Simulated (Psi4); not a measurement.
# CH2ClF (chlorofluoromethane): CCSD(T)/aug-cc-pVDZ

What is the vertical ionisation energy of CH2ClF (chlorofluoromethane) at CCSD(T)/aug-cc-pVDZ? 

The results are computed with Psi4 1.11.

## Step 1: The molecule

CH2ClF has 5 atoms, charge 0, and is taken as a singlet. As SMILES, `FCCl`. Geometry: relaxed at PBE0-D4/def2-TZVP.

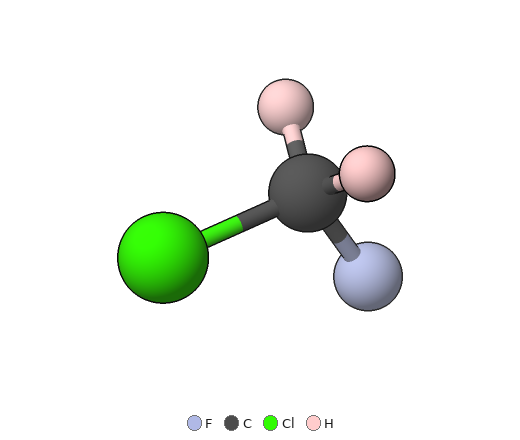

Viewed from a chosen angle; fluorine light blue, carbon dark grey, chlorine green, hydrogen pink.

## Step 2: The energy at CCSD(T)/aug-cc-pVDZ

The input, ch2clf.in:

```
memory 2200 mb

molecule {
  F
  C 1 r2
  Cl 2 r3 1 a3
  H 2 r4 1 a4 3 d4
  H 2 r5 4 a5 1 d5

  r2 = 1.354563
  r3 = 1.766415
  a3 = 110.48425
  r4 = 1.089325
  a4 = 109.25586
  d4 = -118.39153
  r5 = 1.089323
  a5 = 112.30057
  d5 = 121.38929
  symmetry c1
  no_reorient
  no_com
}

set {
  basis           aug-cc-pVDZ
  reference       rhf
  puream          true
  e_convergence   1e-09
  d_convergence   1e-08
  scf_type        pk
  num_frozen_docc 7
}

result, w = energy('ccsd(t)', return_wfn=True)
```

The run is started by

```sh
psi4 -n 1 ch2clf.in ch2clf.out
```

ch2clf.out (excerpt; [...] marks lines left out):

```text
[...]
  Running in c1 symmetry.
[...]
  Nuclear repulsion =  101.669878363896174
[...]
  Multiplicity = 1
[...]
  Nalpha       = 17
  Nbeta        = 17
[...]
    Number of basis functions: 91
[...]
   @RHF iter   1:  -597.94702590311658   -3.98116e-01   2.84385e-03 ADIIS/DIIS
[...]
   @RHF iter  11:  -597.98286640705032   -5.57066e-12   5.77185e-09 DIIS
[...]
    Orbital Energies [Eh]
    ---------------------
    Doubly Occupied:
       1A   -104.843967     2A    -26.330820     3A    -11.396791
       4A    -10.571115     5A     -8.038805     6A     -8.035455
       7A     -8.035304     8A     -1.643682     9A     -1.151163
      10A     -0.935109    11A     -0.752020    12A     -0.737356
      13A     -0.702185    14A     -0.588351    15A     -0.545056
      16A     -0.471160    17A     -0.454535
[...]
  @RHF Final Energy:  -597.98286640705032
   => Energetics <=
    Nuclear Repulsion Energy =            101.6698783638961743
    One-Electron Energy =               -1028.8397418915999424
    Two-Electron Energy =                 329.1869971206534728
    Total Energy =                       -597.9828664070503237
[...]
 Multipole Moments:
 ------------------------------------------------------------------------------------
     Multipole            Electronic (a.u.)      Nuclear  (a.u.)        Total (a.u.)
 ------------------------------------------------------------------------------------
 L = 1.  Multiply by 2.5417464519 to convert [e a0] to [Debye]
 Dipole X            :          0.0000051           -0.0000052           -0.0000001
 Dipole Y            :         -1.7840007            2.4451299            0.6611292
 Dipole Z            :         -0.9270140            1.3863250            0.4593110
 Magnitude           :                                                    0.8050207
[...]
      * MP2 total energy                      = -598.480524034223095
[...]
      * CCSD total energy                     = -598.506433012805928
[...]
      * CCSD(T) total energy                  = -598.521226683487384
[...]
```

Run time: 28 s. Hardware: 1 thread of Intel Xeon 6975P-C (Granite Rapids), shared host; peak memory 0.68 GiB.

## Step 3: The doublet cation at the same level

The input, run.py:

```python
import psi4

psi4.set_memory(2200000000)
psi4.set_num_threads(1)
psi4.core.set_output_file('run.log', False)

molecule = psi4.geometry("""
1 2
F     -0.970450     0.560520     0.766500
C      0.083560     0.089320     0.058070
Cl    -0.422970    -1.232890    -0.998060
H      0.832130    -0.302600     0.745580
H      0.477720     0.885670    -0.572080
symmetry c1
no_reorient
no_com
""")

options = {'basis': 'aug-cc-pVDZ', 'reference': 'uhf', 'puream': True, 'e_convergence': 1e-09, 'd_convergence': 1e-08, 'scf_type': 'pk', 'num_frozen_docc': 7, 'maxiter': 100}
psi4.set_options(options)

e, wfn = psi4.energy('ccsd(t)', return_wfn=True)
print(f'ccsd(t) energy: {e:.10f} Eh')
```

The run is started by

```sh
python run.py
```

run.log (excerpt; [...] marks lines left out):

```text
[...]
  Running in c1 symmetry.
[...]
  Nuclear repulsion =  101.669889195457586
[...]
  Multiplicity = 2
[...]
  Nalpha       = 17
  Nbeta        = 16
[...]
    Number of basis functions: 91
[...]
   @UHF iter   1:  -597.48336047502801    6.55508e-02   3.80671e-03 ADIIS/DIIS
[...]
   @UHF iter  15:  -597.58310849809322   -1.10276e-11   7.45377e-09 DIIS
[...]
   @S^2 Observed:                7.598450265E-01
[...]
    Orbital Energies [Eh]
    ---------------------
    Alpha Occupied:
       1A   -105.255760     2A    -26.561892     3A    -11.660037
       4A    -10.977739     5A     -8.462850     6A     -8.439915
       7A     -8.436389     8A     -1.871743     9A     -1.533288
      10A     -1.212966    11A     -1.008845    12A     -0.976796
      13A     -0.965315    14A     -0.905797    15A     -0.833709
      16A     -0.823530    17A     -0.800384
    Alpha Virtual:
      18A     -0.119109    19A     -0.108033    20A     -0.082173
      21A     -0.064857    22A     -0.053631    23A     -0.020989
      24A     -0.019240    25A     -0.015844    26A      0.009542
[...]
  @UHF Final Energy:  -597.58310849809322
   => Energetics <=
    Nuclear Repulsion Energy =            101.6698891954575856
    One-Electron Energy =               -1018.2268260959159534
    Two-Electron Energy =                 318.9738284023652000
    Total Energy =                       -597.5831084980932246
  UHF NO Occupations:
  HONO-2 :   15  A 1.9994565
  HONO-1 :   16  A 1.9963089
[...]
 Multipole Moments:
 ------------------------------------------------------------------------------------
     Multipole            Electronic (a.u.)      Nuclear  (a.u.)        Total (a.u.)
 ------------------------------------------------------------------------------------
 L = 1.  Multiply by 2.5417464519 to convert [e a0] to [Debye]
 Dipole X            :         26.8603939          -26.6703284            0.1900655
 Dipole Y            :         26.6316981          -27.9593673           -1.3276692
 Dipole Z            :         16.7920352          -18.0404594           -1.2484242
 Magnitude           :                                                    1.8323191
[...]
      * MP2 total energy                      = -598.045764234323087
[...]
      * CCSD total energy                     = -598.078712541521327
[...]
      * CCSD(T) total energy                     = -598.093401985699984
```

Standard output:

```text
ccsd(t) energy: -598.0934019857 Eh
```

It took 75 s on 1 thread of Intel Xeon 6975P-C (Granite Rapids), shared host; peak memory 0.67 GiB.

## Step 4: Results

Level: CCSD(T)/aug-cc-pVDZ, 7 core orbitals frozen.

```
                                                                  quantity          value
                                              singlet CH2ClF: total energy  -598.52123 Eh
                       singlet CH2ClF: HOMO energy (Hartree–Fock orbitals)      -12.37 eV
                       singlet CH2ClF: LUMO energy (Hartree–Fock orbitals)        0.94 eV
                     singlet CH2ClF: HOMO–LUMO gap (Hartree–Fock orbitals)       13.30 eV
               singlet CH2ClF: correlation energy (7 core orbitals frozen)     -538.4 mEh
                                            singlet CH2ClF: (T) correction     -14.79 mEh
                                             singlet CH2ClF: T1 diagnostic          0.012
                                              doublet cation: total energy  -598.09340 Eh
doublet cation: HOMO energy (Hartree–Fock orbitals) (highest over α and β)      -21.73 eV
 doublet cation: LUMO energy (Hartree–Fock orbitals) (lowest over α and β)       -9.47 eV
               doublet cation: correlation energy (7 core orbitals frozen)     -510.3 mEh
                                            doublet cation: (T) correction     -14.69 mEh
                         doublet cation: ⟨S²⟩ of the reference determinant          0.760
                                             doublet cation: T1 diagnostic          0.038
                        vertical ionisation energy (to the doublet cation)      11.642 eV
```

In words: Removing an electron at fixed nuclei costs 11.64 eV (268 kcal/mol). The triples (singlet CH2ClF) make up 2.7 % of the correlation energy. The triples (doublet cation) make up 2.9 % of the correlation energy.
